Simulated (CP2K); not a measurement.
# PM6 run of TiCl2O (SMILES [O]=[Ti]([Cl])[Cl])

Aim: the energy change on altering one bond length of TiCl2O at PM6, from 2 runs. 

The calculation is run with CP2K 2026.2.

5 further runs of the same task are left out: 1 that didn't finish, 4 set aside as unsound or not needed.

## 1. The structure to begin with

The species is TiCl2O (4 atoms), meant as a singlet with charge 0. SMILES: `[O]=[Ti]([Cl])[Cl]`. Geometry: a GFN2-xTB relaxation, a rough one for these elements and not checked as a minimum.

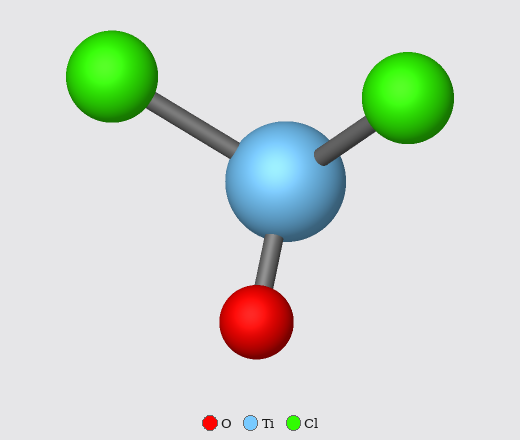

The structure, seen from a chosen angle (oxygen red, titanium blue, chlorine green).

## 2. Energy and forces at PM6

molecule.xyz reads:

```xyz
4

O      0.490740     1.100600     1.067260
Ti    -0.360310    -0.097950     0.464580
Cl     1.044480    -1.604200    -0.138470
Cl    -1.174910     0.601550    -1.393370
```

gas.inp reads:

```
&FORCE_EVAL
  METHOD QS
  &DFT
    CHARGE 0
    MULTIPLICITY 1
    &QS
      METHOD PM6
      EPS_DEFAULT 1.0E-10
      &SE
        &COULOMB
          CUTOFF [angstrom] 50
          RC_RANGE [angstrom] 0
        &END COULOMB
        &EXCHANGE
          CUTOFF [angstrom] 50
          RC_RANGE [angstrom] 0
        &END EXCHANGE
      &END SE
    &END QS
    &POISSON
      PERIODIC NONE
      POISSON_SOLVER ANALYTIC
    &END POISSON
    &SCF
      SCF_GUESS ATOMIC
      EPS_SCF 1.0E-07
      MAX_SCF 80
      ADDED_MOS 2
      &DIAGONALIZATION
        ALGORITHM STANDARD
      &END DIAGONALIZATION
      &MIXING
        METHOD DIRECT_P_MIXING
        ALPHA 0.4
      &END MIXING
      &SMEAR ON
        METHOD FERMI_DIRAC
        ELECTRONIC_TEMPERATURE [K] 300
      &END SMEAR
    &END SCF
    &PRINT
      &MOMENTS
        PERIODIC F
        REFERENCE COM
        MAX_MOMENT 1
      &END MOMENTS
      &MO ON
        ENERGIES T
        OCCUPATION_NUMBERS T
        NDIGITS 6
        &EACH
          QS_SCF 0
        &END EACH
        ADD_LAST NUMERIC
      &END MO
      &HIRSHFELD OFF
      &END HIRSHFELD
    &END PRINT
  &END DFT
  &SUBSYS
    &CELL
      ABC [angstrom] 12.2 12.7 12.5
      PERIODIC NONE
    &END CELL
    &TOPOLOGY
      COORD_FILE_NAME molecule.xyz
      COORD_FILE_FORMAT XYZ
      &CENTER_COORDINATES
      &END CENTER_COORDINATES
    &END TOPOLOGY
  &END SUBSYS
  &PRINT
    &FORCES ON
    &END FORCES
  &END PRINT
&END FORCE_EVAL

&GLOBAL
  PROJECT_NAME gas
  RUN_TYPE ENERGY_FORCE
  PRINT_LEVEL MEDIUM
&END GLOBAL
```

The run is started by

```sh
$ OMP_NUM_THREADS=1 cp2k.psmp gas.inp > gas.out
```

Standard output, shortened:

```text
CP2K| version string:                                       CP2K version 2026.2
[...]
 GLOBAL| Method name                                                        CP2K
[...]
 GLOBAL| Run type                                                   ENERGY_FORCE
[...]
                             - Atoms:                                          4
[...]
                             - Spherical basis functions:                     31
[...]
 Number of electrons:                                                         24
[...]
     1 P_Mix/Diag. 0.40E+00    0.0     1.93379178       -29.4062857339 -2.94E+01
[...]
    20 DIIS/Diag.  0.57E-07    0.0     0.00000003       -32.0393458348 -1.56E-13
  *** SCF run converged in    20 steps ***
  Core-core repulsion energy [eV]:                           1005.96852906318725
  Core Hamiltonian energy [eV]:                             -1410.89481733945740
  Two-electron integral energy [eV]:                         -933.81729949307157
  Electronic energy [eV]:                                   -1877.80346708599336
  Electronic entropic energy:                                  -0.00000000000000
  Fermi energy:                                                -0.14352076949293
  Total energy [eV]:                                         -871.83493802280600
  Atomic reference energy [eV]:                               866.37304401489689
  Heat of formation [kcal/mol]:                              -125.95427800148306
[...]
 SE_DIPOLE| Moment [Debye]          3.02830663       2.74941988      -0.51743578
 SE_DIPOLE| Derivative [a.u.]       0.00000000       0.00000000       0.00000000
 ENERGY| Total FORCE_EVAL ( QS ) energy [hartree]            -32.039345834767119
 FORCES| Atomic forces [hartree/bohr]
 FORCES|   Atom     x               y               z               |f|
 FORCES|      1  3.41729036E-03  1.29693904E-02  1.67278978E-02   2.14407445E-02
 FORCES|      2  6.09513635E-03 -2.48956304E-03 -1.50301656E-02   1.64089759E-02
 FORCES|      3  2.30008291E-03 -1.22583333E-02  3.15414269E-03   1.28649031E-02
 FORCES|      4 -1.18125096E-02  1.77850593E-03 -4.85187489E-03   1.28933765E-02
 FORCES| Sum     1.11022302E-16 -5.55111512E-17 -1.66533454E-16
 FORCES| Total atomic force                                       2.07703709E-16
[...]
```

Run time: 1 s. Hardware: 1 thread of Intel Xeon 6975P-C (Granite Rapids), shared host; peak memory 0.18 GiB.

## 3. The distorted shape at the same level

molecule.xyz reads:

```xyz
4

O      0.788622     1.520114     1.278209
Ti    -0.360310    -0.097950     0.464580
Cl     1.044480    -1.604200    -0.138470
Cl    -1.174910     0.601550    -1.393370
```

mol.inp reads:

```
&global
  project mol
  run_type ENERGY_FORCE
  print_level MEDIUM
&end

&force_eval
  method Quickstep
  &dft
    charge 0
    multiplicity 1
    &qs
      method PM6
      eps_default 1.0E-10
      &se
        &coulomb
          cutoff [angstrom] 50
          rc_range [angstrom] 0
        &end
        &exchange
          cutoff [angstrom] 50
          rc_range [angstrom] 0
        &end
      &end
    &end
    &poisson
      periodic NONE
      poisson_solver ANALYTIC
    &end
    &scf
      scf_guess ATOMIC
      eps_scf 1.0E-07
      max_scf 80
      added_mos 2
      &diagonalization
        algorithm STANDARD
      &end
      &mixing
        method DIRECT_P_MIXING
        alpha 0.4
      &end
      &smear ON
        method FERMI_DIRAC
        electronic_temperature [K] 300
      &end
    &end
    &print
      &moments
        periodic F
        reference COM
        max_moment 1
      &end
      &mo ON
        energies T
        occupation_numbers T
        ndigits 6
        &each
          qs_scf 0
        &end
        add_last NUMERIC
      &end
      &hirshfeld OFF
      &end
    &end
  &end
  &subsys
    &cell
      abc [angstrom] 12.2 13.1 12.7
      periodic NONE
    &end
    &topology
      coord_file_name molecule.xyz
      coord_file_format XYZ
      &center_coordinates
      &end
    &end
  &end
  &print
    &forces ON
    &end
  &end
&end
```

The run is started by

```sh
$ OMP_NUM_THREADS=1 cp2k.psmp -i mol.inp -o mol.out
```

Standard output, shortened:

```text
CP2K| version string:                                       CP2K version 2026.2
[...]
 GLOBAL| Method name                                                        CP2K
[...]
 GLOBAL| Run type                                                   ENERGY_FORCE
[...]
                             - Atoms:                                          4
[...]
                             - Spherical basis functions:                     31
[...]
 Number of electrons:                                                         24
[...]
     1 P_Mix/Diag. 0.40E+00    0.0     1.97616430       -29.7456729218 -2.97E+01
[...]
    22 DIIS/Diag.  0.56E-07    0.0     0.00000006       -31.9412991755 -2.31E-13
  *** SCF run converged in    22 steps ***
  Core-core repulsion energy [eV]:                            938.07749665339281
  Core Hamiltonian energy [eV]:                             -1400.61875217152419
  Two-electron integral energy [eV]:                         -813.25139444647016
  Electronic energy [eV]:                                   -1807.24444939475939
  Electronic entropic energy:                                  -0.00000000000000
  Fermi energy:                                                -0.15612419315159
  Total energy [eV]:                                         -869.16695274136646
  Atomic reference energy [eV]:                               866.37304401489689
  Heat of formation [kcal/mol]:                               -64.42907092941401
[...]
 SE_DIPOLE| Moment [Debye]          3.55851209       3.88674907       0.54452938
 SE_DIPOLE| Derivative [a.u.]       0.00000000       0.00000000       0.00000000
 ENERGY| Total FORCE_EVAL ( QS ) energy [hartree]            -31.941299175490101
 FORCES| Atomic forces [hartree/bohr]
 FORCES|   Atom     x               y               z               |f|
 FORCES|      1 -8.69089994E-02 -1.17623220E-01 -5.31717053E-02   1.55613709E-01
 FORCES|      2  9.57054483E-02  1.24156386E-01  4.92129332E-02   1.64305368E-01
 FORCES|      3  1.14263693E-03 -8.77658585E-03  5.12799800E-03   1.02289023E-02
 FORCES|      4 -9.93908585E-03  2.24342007E-03 -1.16922585E-03   1.02559958E-02
 FORCES| Sum     5.55111512E-17  0.00000000E+00 -2.22044605E-16
 FORCES| Total atomic force                                       2.28878340E-16
[...]
```

Wall time 0.91 s (1 thread of Intel Xeon 6975P-C (Granite Rapids), shared host); peak memory 0.19 GiB.

## 4. Outcome

At PM6:

```
                                                          quantity            value
                                         first shape: total energy     -32.03935 Eh
                                        first shape: dipole moment           4.12 D
                                          first shape: HOMO energy        -11.60 eV
                                          first shape: LUMO energy         -3.01 eV
                                        first shape: HOMO–LUMO gap          8.59 eV
            first shape: heat of formation at this unrelaxed shape  -126.0 kcal/mol
                             first shape: largest force on an atom       1.103 eV/Å
                                     distorted shape: total energy     -31.94130 Eh
                                    distorted shape: dipole moment           5.30 D
                                      distorted shape: HOMO energy        -10.55 eV
                                      distorted shape: LUMO energy         -3.35 eV
                                    distorted shape: HOMO–LUMO gap          7.20 eV
        distorted shape: heat of formation at this unrelaxed shape   -64.4 kcal/mol
                         distorted shape: largest force on an atom       8.449 eV/Å
energy change with the O1–Ti2 bond stretched from 1.589 to 2.145 Å         2.668 eV
```

In words: With the O1–Ti2 bond stretched from 1.589 to 2.145 Å the energy rises by 2.67 eV (62 kcal/mol). The first shape isn't relaxed at this level, so the change isn't measured from a minimum. The largest force (first shape) is 1.10 eV/Å: the shape isn't a stationary point for this species at this level.
